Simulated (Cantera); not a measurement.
Input: 1 mol B2H6, 1.1 mol H2O, 2.3 mol N2, held at 12.8 Torr.

Cantera equilibrium calculation (NASA polynomials, part measured and part estimated; ideal gas, pure solids and liquids). Candidate condensed phases: B, BN, B2O3, B3O3H3, H2O; 39 gas species. The feed counts by its element totals alone. The tables' values for BH2 are old estimates; treat these amounts as uncertain. Equilibrium is a limit: real reactors are often held back by kinetics, nucleation or transport.

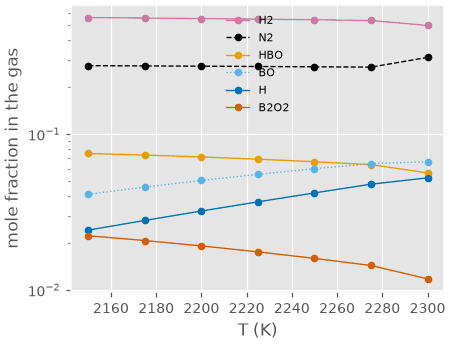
*Equilibrium gas composition (values under 1e-9 drawn at 1e-9)*

Q: Read off the mole fractions at 2175 K.

A: H2 about 0.56, N2 about 0.27, HBO about 0.073, BO about 0.046, H about 0.028, B2O2 about 0.021.
